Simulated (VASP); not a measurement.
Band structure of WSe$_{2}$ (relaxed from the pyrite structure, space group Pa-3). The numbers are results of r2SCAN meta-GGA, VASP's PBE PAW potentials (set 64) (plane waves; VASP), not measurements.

Unless said otherwise, spin-orbit coupling is left out, though it shifts the bands of the heavy elements here.

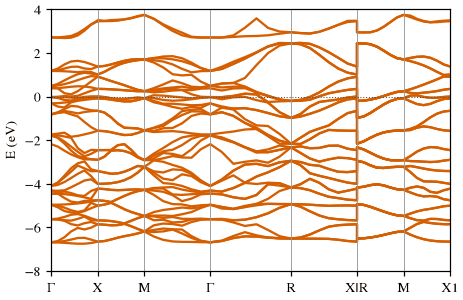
Fig. 1. Bands along high-symmetry lines, zero at the valence-band maximum or, without a gap, the Fermi level

Read the plot: is there a gap, and where are the band edges?

It has no gap at this level: it comes out as a metal or semimetal.

The structure was generated: WSe2 was put into the pyrite type (Pa-3), which need not be its known phase. It was relaxed first, which changed the volume by -7 %.
